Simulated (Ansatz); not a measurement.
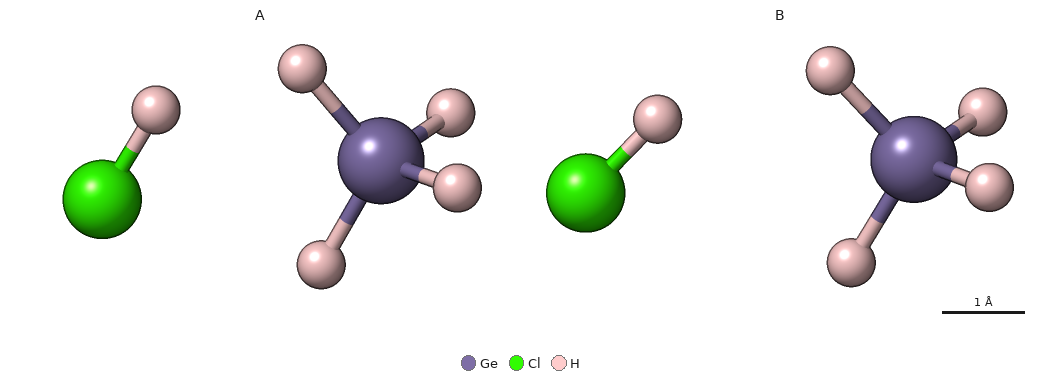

Two geometries of GeH5Cl, drawn at one scale. One is the start of a relaxation, the other its converged end. A ball-and-stick model, seen at a tilt.

These are results of RKS revPBE-D4/def2-SVP (Ansatz 0.2.0), not measurements. Settings: no spin polarisation; force threshold 0.03 eV/Å; at most 50 steps.

Q: Which one is relaxed?

A: Structure B is the relaxed one. The run prepares an end point of a later path (reaction) calculation, from a guessed geometry. The atom that moves furthest after the best rigid fit is the Cl atom (0.45 Å). Largest moves by element: Cl 0.45 Å, H 0.25 Å, Ge 0.16 Å. Near-neighbour distances that change, for instance: Cl–Ge 3.437 → 4.026 Å, Cl–H 1.336 → 1.298 Å, Ge–H 1.538 → 1.546 Å. Bond angles that change, for instance: H–Ge–H 113.3° → 109.4°. After 4 accepted moves (5 points after the start) the energy has fallen by 0.136 eV. Largest force component: 0.9 eV/Å at the start, 0.011 eV/Å at the end. The line search rejected the trial step at point 3 of the run. The run took 14 s on 1 thread of Intel(R) Xeon(R) Platinum 8259CL CPU @ 2.50GHz (Skylake/Cascade Lake), with other jobs on the host, peak memory 0.14 GiB.
